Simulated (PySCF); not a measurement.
**C$_{4}$H$_{13}$BS: a changed input and its effect**

System: C$_{4}$H$_{13}$BS.
Method of run A: GIAO PBE/pcSseg-1 NMR shielding, non-relativistic, gas phase (PySCF 2.14.0).

The geometry comes from this level: GFN2-xTB. Text and figures count atoms from 1; the logs count them from 0 in places.

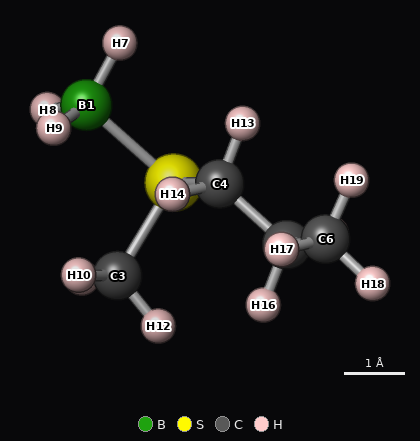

Figure 1. The structure as given in the input (ball-and-stick view, seen at a tilt; atoms are numbered from 1 in the order of the input). Bond lengths as drawn: B–H 1.19 Å, B–S 1.98 Å, C–C 1.52 to 1.53 Å, C–H 1.09 Å and C–S 1.82 to 1.83 Å.

### Input, run A
```
{"job": {"kind": "nmr", "xc": "PBE", "basis": "pcSseg-1", "pop": false}, "charge": 0, "multiplicity": 1}
B     -2.654722    -0.277839     0.539221
S     -1.226384     0.803178    -0.297266
C     -1.193472     0.057696    -1.956132
C      0.254084     0.016042     0.437186
C      1.563765     0.562928    -0.107899
C      2.751199    -0.075625     0.604889
H     -2.629982     0.046677     1.678957
H     -3.635652     0.059879    -0.034310
H     -2.333030    -1.405431     0.341534
H     -1.181105    -1.023721    -1.863680
H     -2.104585     0.371023    -2.455351
H     -0.329557     0.415825    -2.506277
H      0.170310     0.218627     1.504838
H      0.170179    -1.059000     0.279725
H      1.587898     1.644959     0.030555
H      1.636834     0.360364    -1.177776
H      2.735027    -1.156054     0.480314
H      3.685223     0.303045     0.197951
H      2.724165     0.146681     1.668810
```

The first line tells a small driver script what to run in PySCF; the rest is the geometry in Å.

Command:
```bash
OMP_NUM_THREADS=1 python <driver script> task.json out
```

Hardware: 1 CPU thread, shared host.

### Output (run A)
```
coarse grid: 15120 points
cycle   1  E = -582.5936944811  dE =  1.684e-01  |g| = 6.646e-01  |ddm| = 3.672e+00
cycle   2  E = -582.4453843007  dE =  1.483e-01  |g| = 9.740e-01  |ddm| = 1.711e+00
cycle   3  E = -582.7274488800  dE = -2.821e-01  |g| = 9.796e-02  |ddm| = 1.092e+00
cycle   4  E = -582.7298609213  dE = -2.412e-03  |g| = 3.752e-02  |ddm| = 1.834e-01
cycle   5  E = -582.7302441727  dE = -3.833e-04  |g| = 1.323e-02  |ddm| = 5.492e-02
cycle   6  E = -582.7302880995  dE = -4.393e-05  |g| = 3.843e-03  |ddm| = 1.766e-02
cycle   7  E = -582.7302919401  dE = -3.841e-06  |g| = 8.759e-04  |ddm| = 4.976e-03
final grid: 137624 points
cycle   8  E = -582.7825316245  dE = -4.018e-05  |g| = 1.731e-02  |ddm| = 4.301e-02
cycle   9  E = -582.7824000426  dE =  1.316e-04  |g| = 2.842e-02  |ddm| = 3.791e-02
cycle  10  E = -582.7826080805  dE = -2.080e-04  |g| = 2.539e-03  |ddm| = 2.541e-02
cycle  11  E = -582.7826100418  dE = -1.961e-06  |g| = 3.848e-04  |ddm| = 3.489e-03
cycle  12  E = -582.7826100795  dE = -3.776e-08  |g| = 1.277e-04  |ddm| = 5.402e-04
cycle  13  E = -582.7826100837  dE = -4.120e-09  |g| = 4.208e-05  |ddm| = 1.834e-04
cycle  14  E = -582.7826100841  dE = -4.437e-10  |g| = 1.045e-05  |ddm| = 5.721e-05
converged SCF energy = -582.7826100841

GIAO shielding tensors (ppm)
atom      isotropic    diamagn.    paramagn.     s11        s22        s33       span
  0 B      120.423     192.034     -71.611    100.957    108.983    151.329     50.372
  1 S      453.542    1058.638    -605.096    356.634    410.683    593.307    236.672
  2 C      150.685     253.916    -103.231    124.241    143.118    184.694     60.453
  3 C      124.735     255.701    -130.966     91.287    119.915    163.003     71.716
  4 C      156.088     249.060     -92.972    139.623    161.595    167.044     27.421
  5 C      166.334     245.341     -79.008    154.976    159.013    185.012     30.036
  6 H       29.576      30.596      -1.020     26.395     27.191     35.142      8.747
  7 H       29.604      30.562      -0.958     26.493     27.163     35.157      8.664
  8 H       30.031      31.339      -1.308     27.092     27.788     35.212      8.120
  9 H       29.999      32.170      -2.171     26.969     27.574     35.453      8.484
 10 H       29.373      29.797      -0.424     25.086     26.364     36.669     11.583
 11 H       29.259      32.012      -2.753     23.952     27.753     36.073     12.121
 12 H       28.964      34.334      -5.370     23.932     29.695     33.263      9.331
 13 H       29.598      35.220      -5.623     25.418     30.872     32.503      7.085
 14 H       30.160      31.716      -1.556     24.953     30.537     34.991     10.039
 15 H       30.084      32.986      -2.902     24.423     32.064     33.764      9.341
 16 H       30.757      29.673       1.084     26.496     29.197     36.579     10.083
 17 H       30.255      27.178       3.077     25.638     27.517     37.611     11.972
 18 H       30.638      29.110       1.528     26.491     28.795     36.627     10.136
```

For run B the input was changed thus:
```diff
-"xc": "PBE"
-"basis": "pcSseg-1"
+"xc": "LDA"
+"basis": "STO-3G"
+"scf": {"guess": "sap"
+"aux": "def2-universal-jkfit"}
```

Predict how the results change.

The total energies belong to different models, so their difference says nothing on which is more stable or more accurate. The HOMO goes from −6.58 to −4.12 eV. The LUMO goes from −0.53 to 3.50 eV. The dipole moment goes from 5.08 to 5.53 D. Of all shieldings, the largest change is that of S2, by +260.7 ppm. The functional changes from PBE to LDA. The SCF takes 12 iterations against 14. The basis functions go from 174 to 47.

### Output (run B)
```
final grid: 137624 points
cycle   1  E = -571.2170962556  dE =  1.278e-01  |g| = 2.433e+00  |ddm| = 6.912e+00
cycle   2  E = -566.9645358607  dE =  4.253e+00  |g| = 3.517e+00  |ddm| = 9.509e+00
cycle   3  E = -573.2430643736  dE = -6.279e+00  |g| = 7.606e-01  |ddm| = 7.761e+00
cycle   4  E = -573.4595406813  dE = -2.165e-01  |g| = 1.672e-01  |ddm| = 1.157e+00
cycle   5  E = -573.4679653634  dE = -8.425e-03  |g| = 8.068e-02  |ddm| = 3.415e-01
cycle   6  E = -573.4699512174  dE = -1.986e-03  |g| = 2.092e-02  |ddm| = 1.391e-01
cycle   7  E = -573.4700969432  dE = -1.457e-04  |g| = 6.258e-03  |ddm| = 3.341e-02
cycle   8  E = -573.4701095742  dE = -1.263e-05  |g| = 1.856e-03  |ddm| = 8.480e-03
cycle   9  E = -573.4701107536  dE = -1.179e-06  |g| = 3.362e-04  |ddm| = 2.753e-03
cycle  10  E = -573.4701107906  dE = -3.700e-08  |g| = 1.047e-04  |ddm| = 5.985e-04
cycle  11  E = -573.4701107939  dE = -3.326e-09  |g| = 1.331e-05  |ddm| = 1.590e-04
cycle  12  E = -573.4701107940  dE = -6.105e-11  |g| = 1.276e-06  |ddm| = 2.300e-05
converged SCF energy = -573.4701107940

GIAO shielding tensors (ppm)
atom      isotropic    diamagn.    paramagn.     s11        s22        s33       span
  0 B      138.437     197.232     -58.795    117.307    123.545    174.459     57.151
  1 S      714.204    1044.527    -330.323    655.905    671.853    814.854    158.949
  2 C      204.179     249.592     -45.413    183.468    196.590    232.477     49.009
  3 C      188.879     252.273     -63.394    160.985    185.668    219.984     58.999
  4 C      208.277     246.361     -38.084    194.468    209.908    220.456     25.989
  5 C      215.184     243.276     -28.092    207.248    207.646    230.658     23.409
  6 H       31.572      32.973      -1.401     27.808     29.366     37.542      9.734
  7 H       31.546      31.552      -0.005     27.755     29.240     37.644      9.889
  8 H       31.954      34.476      -2.522     28.314     29.867     37.680      9.366
  9 H       31.287      32.753      -1.465     27.016     28.853     37.992     10.976
 10 H       30.834      30.040       0.794     25.220     27.592     39.690     14.470
 11 H       31.119      32.267      -1.148     24.923     29.845     38.590     13.667
 12 H       30.514      34.727      -4.214     23.426     31.175     36.940     13.514
 13 H       31.018      36.385      -5.367     24.973     31.920     36.160     11.187
 14 H       31.575      32.087      -0.513     25.072     30.870     38.782     13.711
 15 H       31.646      33.736      -2.090     24.387     32.544     38.008     13.621
 16 H       31.974      30.512       1.462     26.403     30.046     39.474     13.070
 17 H       31.654      28.165       3.489     26.052     28.042     40.869     14.817
 18 H       31.914      29.879       2.035     26.324     29.639     39.778     13.455
```

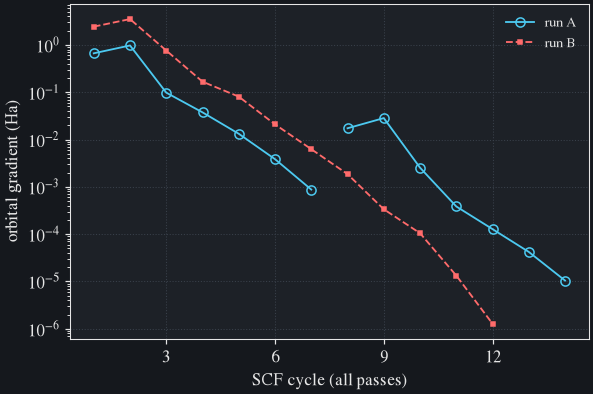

Figure 2. Convergence of the two runs: orbital gradient against the SCF cycle. A break in a curve parts two SCF passes (coarse and final grid). Run A takes 14 cycles in all, and run B takes 12.

### The two runs side by side

| quantity | run A | run B |
| --- | --- | --- |
| outcome | converged | converged |
| total energy (hartree) | −582.782610 | −573.470111 |
| HOMO (eV) | −6.58 | −4.12 |
| LUMO (eV) | −0.53 | 3.50 |
| dipole moment (D) | 5.08 | 5.53 |
| shielding of B1 (ppm) | 120.4 | 138.4 |
| shielding of S2 (ppm) | 453.5 | 714.2 |
| shielding of C3 (ppm) | 150.7 | 204.2 |
| shielding of C4 (ppm) | 124.7 | 188.9 |
| shielding of C5 (ppm) | 156.1 | 208.3 |
| shielding of C6 (ppm) | 166.3 | 215.2 |
| shielding of H7 (ppm) | 29.6 | 31.6 |
| SCF iterations | 14 | 12 |
| basis functions | 174 | 47 |
| wall time (shared host) | 48 s | 9.3 s |
